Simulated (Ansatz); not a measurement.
Input

```
crystal:
  periodic: [false, false, false]
  atoms:
    - symbol: C
      position_ang: [0.942650, -0.738555, 0.585215]
    - symbol: F
      position_ang: [-1.704048, 0.207740, -0.200766]
    - symbol: Si
      position_ang: [-0.367105, 0.332282, 0.686091]
    - symbol: H
      position_ang: [-0.474199, 1.503248, 1.575021]
    - symbol: H
      position_ang: [1.809706, -0.581802, 1.221509]
    - symbol: H
      position_ang: [0.984596, -1.592033, -0.083291]
basis:
  gaussian: {orbitals: def2-TZVPD}
hamiltonian: {xc: {name: PBE0}}
output: {forces: true, orbitals: {seedname: orbitals}}
```

Command:

```sh
ansatz run input.yaml --threads 1 --pin off --max-ram 2610MiB --events-out events.jsonl --progress --plain --runs-dir runs
```

Geometry: B3LYP/6-31G*.

These are results of isolated molecule in a Gaussian basis; Kohn-Sham density functional theory, functional PBE0 (Ansatz), not measurements.

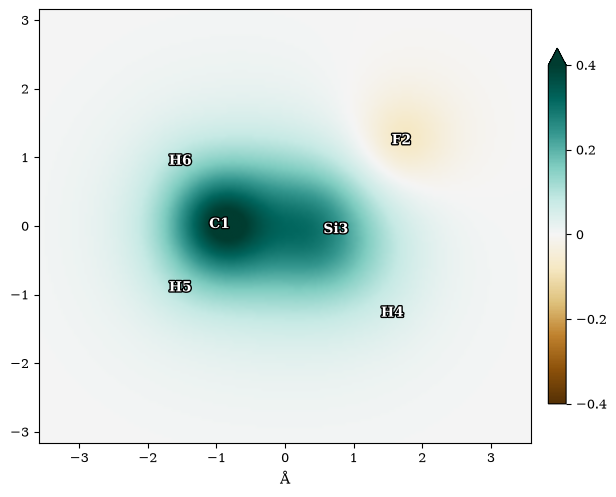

CH3FSi (SMILES C=[SiH]F). One frontier orbital on a plane 0.8 Å above the molecular plane (values in Å⁻³ᐟ²; the overall sign is arbitrary).

**Which orbital is it: HOMO or LUMO?**

The HOMO, at −6.68 eV. Its weight (Hirshfeld) is mainly on C1 (about 50 %) and Si3 (about 35 %); it changes sign across the molecular plane (π type); π-bonding across C1–Si3.
